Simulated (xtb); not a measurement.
**Geometry relaxation of C$_{3}$H$_{10}$Si (part 2 of 2)**

The same run, continued: C$_{3}$H$_{10}$Si, SMILES C[SiH](C)C; GFN-FF (xtb 6.7.1 later snapshot).  The settings are looser than a standard set-up, so the numbers are not reference values.

Geometry of the input (Å):
```
C  -0.9896  1.0252  -1.0502
Si -0.3932  -0.0108  0.4064
C  1.1985  0.7345  1.0388
C  -0.0907  -1.7320  -0.2349
H  -1.9562  0.6747  -1.5096
H  -1.0738  2.0140  -0.5564
H  -0.1905  1.1592  -1.8322
H  -1.3757  -0.0593  1.3158
H  2.0419  0.7592  0.3392
H  1.5798  -0.0241  1.8655
H  1.0837  1.6242  1.4206
H  -0.9969  -2.1822  -0.6629
H  0.6841  -1.7773  -1.1107
H  0.3529  -2.4030  0.5862
```

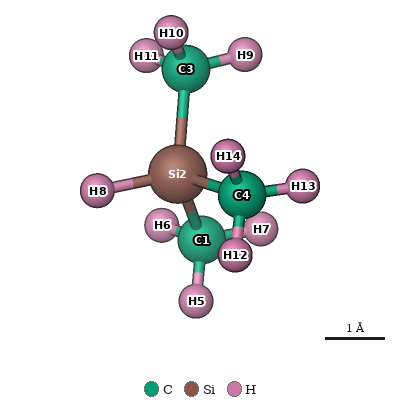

Fig. 1: The geometry at step 3 of the log (ball-and-stick view, seen at an oblique angle; atoms are numbered from 1 in the order of the input).

Output, continued
```
 ANCopt (total)                0 d,  0 h,  0 min,  0.002 sec
 optimizer setup                ...        0 min,  0.000 sec (  2.750%)
 model hessian                  ...        0 min,  0.000 sec (  6.544%)
 ANC generation                 ...        0 min,  0.000 sec ( 16.891%)
 coordinate transformation      ...        0 min,  0.000 sec (  1.404%)
 single point calculation       ...        0 min,  0.000 sec ( 27.006%)
 optimization log               ...        0 min,  0.000 sec ( 13.650%)
 hessian update                 ...        0 min,  0.000 sec (  1.291%)
 rational function              ...        0 min,  0.000 sec ( 20.128%)

================
 final structure:
================
14
 xtb: 6.7.1
C           -0.97205432328572        1.07431447372254       -1.04116989372233
Si          -0.33178402871039       -0.02894400381084        0.32999853070347
C            1.23715773922521        0.67011238876324        1.07830101133551
C           -0.06301348925478       -1.78121344121562       -0.27545548070534
H           -1.89950218942576        0.68581374905107       -1.45569897342862
H           -1.14992639355196        2.07585081981169       -0.65355413322073
H           -0.23503045302728        1.13487269779843       -1.83872637202495
H           -1.35891071542701       -0.07233175917020        1.37898097313769
H            2.01820223025236        0.72869177446061        0.32438724588676
H            1.58147763997691        0.03444128735217        1.89145927402966
H            1.06563243960332        1.67287624296046        1.46994346435891
H           -0.99177900860986       -2.20126422321870       -0.65314716077739
H            0.67431961612148       -1.78202290775557       -1.07540388232243
H            0.29960093611350       -2.40881709874928        0.53564539674981

 Bond Distances (Angstroems)
 ---------------------------
C1-Si2=1.8728        C1-H5=1.0876         C1-H6=1.0886         C1-H7=1.0876         Si2-C1=1.8728        Si2-C3=1.8736
Si2-C4=1.8733        Si2-H8=1.4688        C3-Si2=1.8736        C3-H9=1.0871         C3-H10=1.0881        C3-H11=1.0901
C4-Si2=1.8733        C4-H12=1.0871        C4-H13=1.0879        C4-H14=1.0878        H5-C1=1.0876         H6-C1=1.0886
H7-C1=1.0876         H8-Si2=1.4688        H9-C3=1.0871         H10-C3=1.0881        H11-C3=1.0901        H12-C4=1.0871
H13-C4=1.0879        H14-C4=1.0878
 C  H  Rav=1.0880 sigma=0.0009  Rmin=1.0871  Rmax=1.0901     9
 Si H  Rav=1.4688 sigma=0.0000  Rmin=1.4688  Rmax=1.4688     1
 Si C  Rav=1.8732 sigma=0.0003  Rmin=1.8728  Rmax=1.8736     3

 selected bond angles (degree)
 --------------------
H5-C1-Si2=111.11               H6-C1-Si2=109.70               H6-C1-H5=108.97                H7-C1-Si2=109.76
H7-C1-H5=108.56                H7-C1-H6=108.70                C3-Si2-C1=111.03               C4-Si2-C1=111.31
C4-Si2-C3=110.97               H8-Si2-C1=107.53               H8-Si2-C3=108.14               H8-Si2-C4=107.67
H9-C3-Si2=110.17               H10-C3-Si2=110.21              H10-C3-H9=108.81               H11-C3-Si2=110.79
H11-C3-H9=108.22               H11-C3-H10=108.58              H12-C4-Si2=110.56              H13-C4-Si2=109.61
H13-C4-H12=108.86              H14-C4-Si2=110.27              H14-C4-H12=108.72              H14-C4-H13=108.78

 selected dihedral angles (degree)
 ---------------------------------
C3-Si2-C1-H5=181.76           C3-Si2-C1-H6=302.31           C3-Si2-C1-H7= 61.68           C4-Si2-C1-H5= 57.59
C4-Si2-C1-H6=178.14           C4-Si2-C1-H7=297.51           H8-Si2-C1-H5=299.88           H8-Si2-C1-H6= 60.43
H8-Si2-C1-H7=179.81           H9-C3-Si2-C1=298.47           H9-C3-Si2-C4= 62.83           H9-C3-Si2-H8=180.72
H10-C3-Si2-C1=178.38          H10-C3-Si2-C4=302.75          H10-C3-Si2-H8= 60.63          H11-C3-Si2-C1= 58.18
H11-C3-Si2-C4=182.55          H11-C3-Si2-H8=300.43          H12-C4-Si2-C1=300.79          H12-C4-Si2-C3=176.58
H12-C4-Si2-H8= 58.41          H13-C4-Si2-C1= 60.80          H13-C4-Si2-C3=296.59          H13-C4-Si2-H8=178.42
H14-C4-Si2-C1=180.53          H14-C4-Si2-C3= 56.32          H14-C4-Si2-H8=298.15
           -------------------------------------------------
          |                Final Singlepoint                |
           -------------------------------------------------
         :::::::::::::::::::::::::::::::::::::::::::::::::::::
         ::                     SUMMARY                     ::
         :::::::::::::::::::::::::::::::::::::::::::::::::::::
         :: total energy              -1.838379014666 Eh    ::
         :: gradient norm              0.004096230445 Eh/a0 ::
         ::.................................................::
         :: bond energy               -1.914577234670 Eh    ::
         :: angle energy               0.010467195951 Eh    ::
         :: torsion energy             0.000006416603 Eh    ::
         :: repulsion energy           0.076980200431 Eh    ::
         :: electrostat energy        -0.004542968714 Eh    ::
         :: dispersion energy         -0.006596145046 Eh    ::
         :: HB energy                  0.000000000000 Eh    ::
         :: XB energy                  0.000000000000 Eh    ::
         :: bonded atm energy         -0.000116479220 Eh    ::
         :: external energy            0.000000000000 Eh    ::
         :: add. restraining           0.000000000000 Eh    ::
         :: total charge               0.000000000000 e     ::
         :::::::::::::::::::::::::::::::::::::::::::::::::::::

           -------------------------------------------------
          |                Property Printout                |
           -------------------------------------------------

molecular dipole:
                 x           y           z       tot (Debye)
 q only:        0.012       0.001      -0.012       0.044
           -------------------------------------------------
          |                Geometry Summary                 |
           -------------------------------------------------

      molecular mass/u    :       74.1971139
   center of mass at/Å    :       -0.0928197      -0.0187026       0.0852999
  moments of inertia/u·Å² :        0.9440839E+02   0.9472750E+02   0.1614285E+03
rotational constants/cm⁻¹ :        0.1785608E+00   0.1779592E+00   0.1044279E+00

 * 13 selected distances

     #   Z          #   Z                                           value/Å
     1   6          2  14                                         1.8727597
     2  14          3   6                                         1.8735569 (max)
     2  14          4   6                                         1.8733022
     1   6          5   1                                         1.0876244
     1   6          6   1                                         1.0885586
     1   6          7   1                                         1.0876433
     2  14          8   1                                         1.4687533
     3   6          9   1                                         1.0871284
     3   6         10   1                                         1.0880535
     3   6         11   1                                         1.0901102
     4   6         12   1                                         1.0870599 (min)
     4   6         13   1                                         1.0879239
     4   6         14   1                                         1.0877777

 * 3 distinct bonds (by element types)

   Z      Z             #   av. dist./Å        max./Å        min./Å
   1 H    6 C           9     1.0879867     1.0901102     1.0870599
   1 H   14 Si          1     1.4687533     1.4687533     1.4687533
   6 C   14 Si          3     1.8732062     1.8735569     1.8727597

optimized geometry written to: xtbopt.xyz

           -------------------------------------------------
          | TOTAL ENERGY               -1.838379014666 Eh   |
          | GRADIENT NORM               0.004096230445 Eh/α |
           -------------------------------------------------
########################################################################
[WARNING] Runtime exception occurred
-1- gfnff_setup: Could not read topology file.
########################################################################

------------------------------------------------------------------------
------------------------------------------------------------------------
 total:
 *  cpu-time:     0 d,  0 h,  0 min,  0.005 sec
 * ratio c/w:     0.991 speedup
 SCF:
 *  cpu-time:     0 d,  0 h,  0 min,  0.000 sec
 * ratio c/w:     0.998 speedup
 ANC optimizer:
 *  cpu-time:     0 d,  0 h,  0 min,  0.003 sec
 * ratio c/w:     0.982 speedup
```

File xtbopt.xyz
```
14
 energy: -1.838379014666 gnorm: 0.004096230445 xtb: 6.7.1
C           -0.97205432328572        1.07431447372254       -1.04116989372233
Si          -0.33178402871039       -0.02894400381084        0.32999853070347
C            1.23715773922521        0.67011238876324        1.07830101133551
C           -0.06301348925478       -1.78121344121562       -0.27545548070534
H           -1.89950218942576        0.68581374905107       -1.45569897342862
H           -1.14992639355196        2.07585081981169       -0.65355413322073
H           -0.23503045302728        1.13487269779843       -1.83872637202495
H           -1.35891071542701       -0.07233175917020        1.37898097313769
H            2.01820223025236        0.72869177446061        0.32438724588676
H            1.58147763997691        0.03444128735217        1.89145927402966
H            1.06563243960332        1.67287624296046        1.46994346435891
H           -0.99177900860986       -2.20126422321870       -0.65314716077739
H            0.67431961612148       -1.78202290775557       -1.07540388232243
H            0.29960093611350       -2.40881709874928        0.53564539674981
```

Standard error
```
normal termination of xtb
```

Trajectory as extended XYZ (Å, eV, eV/Å), 6 frames, from step=0 to step=5
```
14
Properties=species:S:1:pos:R:3 step=0 energy=-49.17451
C    -0.9896    1.0252   -1.0502
Si   -0.3932   -0.0108    0.4064
C     1.1985    0.7345    1.0388
C    -0.0907   -1.7320   -0.2349
H    -1.9562    0.6747   -1.5096
H    -1.0738    2.0140   -0.5564
H    -0.1905    1.1592   -1.8322
H    -1.3757   -0.0593    1.3158
H     2.0419    0.7592    0.3392
H     1.5798   -0.0241    1.8655
H     1.0837    1.6242    1.4206
H    -0.9969   -2.1822   -0.6629
H     0.6841   -1.7773   -1.1107
H     0.3529   -2.4030    0.5862
14
Properties=species:S:1:pos:R:3 step=1 energy=-49.84094
C    -0.9842    1.0362   -1.0516
Si   -0.3721   -0.0204    0.3759
C     1.2164    0.7043    1.0494
C    -0.0752   -1.7511   -0.2478
H    -1.9298    0.6856   -1.4958
H    -1.0895    2.0185   -0.5771
H    -0.2113    1.1533   -1.8268
H    -1.3845   -0.0655    1.3339
H     2.0423    0.7469    0.3373
H     1.5680    0.0015    1.8428
H     1.0810    1.6565    1.4524
H    -0.9866   -2.1919   -0.6552
H     0.6630   -1.7811   -1.0794
H     0.3370   -2.3904    0.5577
14
Properties=species:S:1:pos:R:3 step=2 energy=-49.99750
C    -0.9775    1.0523   -1.0499
Si   -0.3514   -0.0278    0.3473
C     1.2309    0.6808    1.0617
C    -0.0639   -1.7699   -0.2611
H    -1.9076    0.6944   -1.4823
H    -1.1137    2.0362   -0.6044
H    -0.2251    1.1460   -1.8269
H    -1.3843   -0.0699    1.3555
H     2.0343    0.7424    0.3294
H     1.5663    0.0209    1.8466
H     1.0744    1.6698    1.4704
H    -0.9850   -2.2024   -0.6450
H     0.6562   -1.7809   -1.0665
H     0.3207   -2.3895    0.5406
14
Properties=species:S:1:pos:R:3 step=3 energy=-50.01671
C    -0.9754    1.0624   -1.0465
Si   -0.3421   -0.0297    0.3372
C     1.2354    0.6742    1.0674
C    -0.0622   -1.7771   -0.2682
H    -1.9032    0.6940   -1.4725
H    -1.1296    2.0529   -0.6225
H    -0.2302    1.1419   -1.8316
H    -1.3766   -0.0720    1.3671
H     2.0290    0.7359    0.3259
H     1.5709    0.0276    1.8689
H     1.0710    1.6749    1.4688
H    -0.9877   -2.2046   -0.6459
H     0.6642   -1.7805   -1.0710
H     0.3110   -2.3975    0.5385
14
Properties=species:S:1:pos:R:3 step=4 energy=-50.02332
C    -0.9733    1.0712   -1.0426
Si   -0.3345   -0.0298    0.3311
C     1.2374    0.6705    1.0741
C    -0.0624   -1.7810   -0.2740
H    -1.9009    0.6897   -1.4614
H    -1.1443    2.0695   -0.6427
H    -0.2339    1.1372   -1.8368
H    -1.3656   -0.0730    1.3765
H     2.0223    0.7298    0.3242
H     1.5774    0.0332    1.8875
H     1.0677    1.6754    1.4677
H    -0.9905   -2.2034   -0.6505
H     0.6727   -1.7810   -1.0749
H     0.3023   -2.4060    0.5372
14
Properties=species:S:1:pos:R:3 step=5 energy=-50.02484
C    -0.9720    1.0743   -1.0412
Si   -0.3318   -0.0289    0.3300
C     1.2372    0.6701    1.0783
C    -0.0630   -1.7812   -0.2755
H    -1.8995    0.6858   -1.4557
H    -1.1499    2.0758   -0.6535
H    -0.2350    1.1349   -1.8387
H    -1.3589   -0.0723    1.3790
H     2.0182    0.7287    0.3244
H     1.5815    0.0344    1.8915
H     1.0656    1.6729    1.4699
H    -0.9918   -2.2013   -0.6532
H     0.6743   -1.7820   -1.0754
H     0.2996   -2.4088    0.5356
```

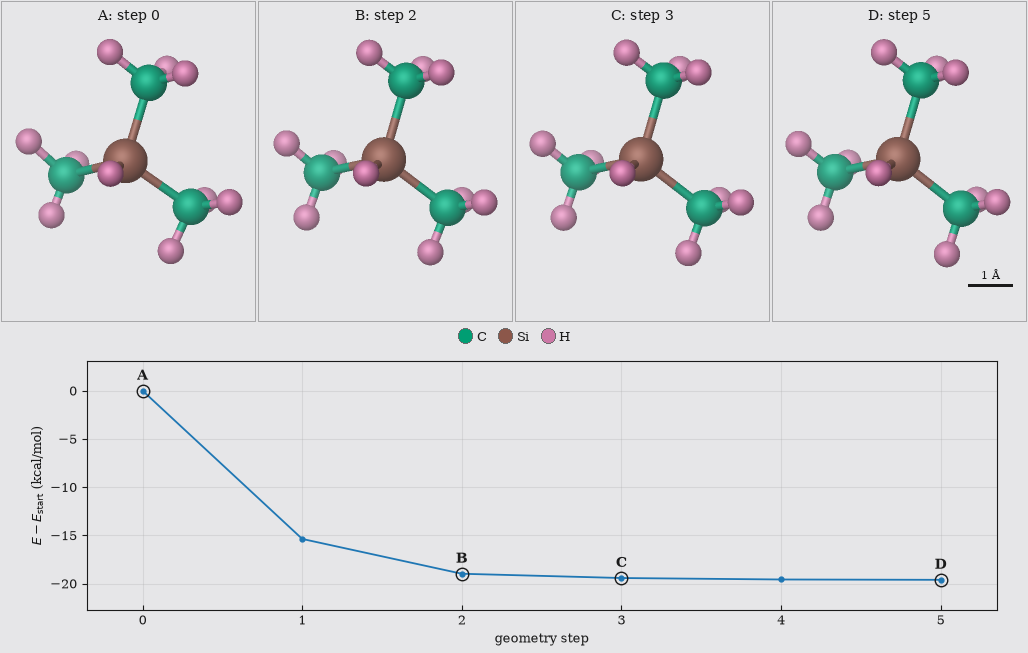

Fig. 2: Frames of the relaxation (ball-and-stick view, seen at a tilt) above the curves, on which the letters mark them (steps are counted from 0).

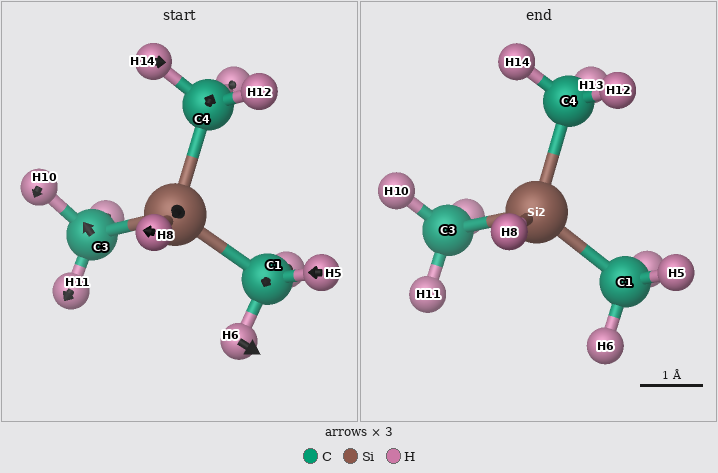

Fig. 3: Before (left) and after (right) the relaxation, at one scale (ball-and-stick view, seen at a tilt). The black arrows give the displacements, magnified 3 times. The energy falls by 19.6 kcal/mol in 5 geometry steps. The largest move after the best rigid fit is that of H6, 0.14 Å. By element the largest moves are H 0.14 Å, Si 0.10 Å, C 0.08 Å. Among the contacts that change: Si2–H8 1.340 → 1.469 Å, C3–H11 0.975 → 1.090 Å, C3–H10 1.185 → 1.088 Å, C4–H13 1.170 → 1.088 Å. Among the angles that change: Si2–C1–H6 99.8° → 109.7°, H9–C3–H10 102.2° → 108.8°, Si2–C3–H9 116.7° → 110.2°. (Atoms are counted from 1 in the order of the input.)

Results in brief

- outcome: converged
- total energy: −1.838379 hartree
- dispersion energy: −0.006596 hartree
- dipole moment: 0.04 D
- peak memory: 0.072 GiB

Settings chosen away from the usual ones: method = gfn-ff; task = optimise; opt_level = sloppy; x = {}; partner = base. These settings are looser than, or depart from, a standard set-up, so the numbers are not reference values for this system.
